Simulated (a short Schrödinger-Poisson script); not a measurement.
Stack: gated Al0.2Ga0.8N/GaN polarisation-induced gas, at 300 K.

```tsv
layer	material	thickness (nm)	Na (cm⁻³)
1	Al0.2Ga0.8N	10	-
2	GaN	6000	4e15
```

Constants are typed, rounded textbook-type inputs, not results; the design itself was drawn at random and stands for no fabricated device. Al0.2Ga0.8N: permittivity 9.38, conduction-band edge (eV) 0.262, gap (eV) 3.804, electron mass (mₑ) 0.224, Nv at 300 K (cm⁻³) 4.6e19. GaN: permittivity 9.5, conduction-band edge (eV) 0, gap (eV) 3.43, Nv at 300 K (cm⁻³) 4.6e19.

Channel valleys (confinement mass, in-plane density-of-states mass, number): Γ 0.2, 0.2, 1. At the gate the conduction-band edge of layer 1 lies 1.1 eV − eVg above the Fermi level of the channel; the field vanishes at the back. Sheet of polarisation charge: +9.4e12 e/cm² at 10 nm from the gate. The barrier under the gate holds no holes. Gaps are held at their typed values at every temperature. Mesh 0.08 nm at interfaces.

Solved with a short Schrödinger-Poisson script written for these runs: 1D Poisson equation in equilibrium, electrons quantum, Hartree (BenDaniel-Duke, 40 states a valley, the channel's in-plane mass for all, wave functions free to enter the barrier), parabolic valleys, classical holes, full ionisation, no traps, pinning or gate leakage.

Only gate voltages with over 1e8 electrons/cm² are shown.

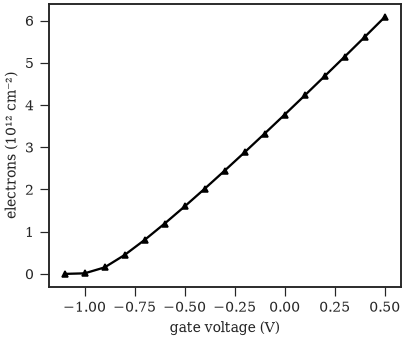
Sheet density against gate voltage

| Vg (V) | electrons (cm⁻²) | in the channel layer | C (μF/cm²) | Γ E0 (meV) | Γ E1 (meV) |
|---|---|---|---|---|---|
| 0.5 | 6.08e12 | 5.50e12 | 0.757 | -61.7 | 31.2 |
| 0.4 | 5.61e12 | 5.13e12 | 0.751 | -56.2 | 33.6 |
| 0.3 | 5.15e12 | 4.75e12 | 0.744 | -50.7 | 36.1 |
| 0.2 | 4.69e12 | 4.36e12 | 0.737 | -44.9 | 38.6 |
| 0.1 | 4.23e12 | 3.96e12 | 0.731 | -39.1 | 41.1 |
| 0 | 3.77e12 | 3.56e12 | 0.723 | -33.0 | 43.8 |
| -0.1 | 3.32e12 | 3.16e12 | 0.715 | -26.6 | 46.7 |
| -0.2 | 2.88e12 | 2.76e12 | 0.705 | -19.9 | 49.8 |
| -0.3 | 2.45e12 | 2.36e12 | 0.694 | -12.7 | 53.3 |
| -0.4 | 2.02e12 | 1.95e12 | 0.680 | -4.8 | 57.2 |
| -0.5 | 1.60e12 | 1.56e12 | 0.662 | 4.0 | 61.9 |
| -0.6 | 1.19e12 | 1.17e12 | 0.638 | 14.4 | 67.9 |
| -0.7 | 8.04e11 | 7.91e11 | 0.601 | 27.3 | 76.1 |
| -0.8 | 4.48e11 | 4.42e11 | 0.536 | 45.1 | 89.0 |
| -0.9 | 1.54e11 | 1.52e11 | 0.385 | 75.1 | 114.2 |
| -1 | 1.32e10 | 1.31e10 | 0.0806 | 139.9 | 176.1 |
| -1.1 | 3.36e8 | 3.33e8 | 0.0115 | 235.2 | 270.8 |

Subbands count from the Fermi level.
